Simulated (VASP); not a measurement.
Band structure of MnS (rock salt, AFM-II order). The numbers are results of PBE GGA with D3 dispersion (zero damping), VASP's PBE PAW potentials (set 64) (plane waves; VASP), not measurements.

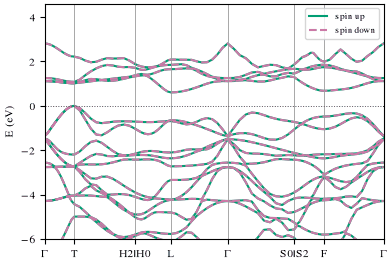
Figure. Bands along high-symmetry lines, zero at the valence-band maximum or, without a gap, the Fermi level

Problem. Read the plot: is there a gap, and where are the band edges?

Solution. The gap is indirect, 0.61 eV, from the valence maximum at T to the conduction minimum at L. (Edges off the drawn lines would not show.)

The compound is MnS in the rock salt, AFM-II order structure. It was relaxed first, which changed the volume by -7 %.
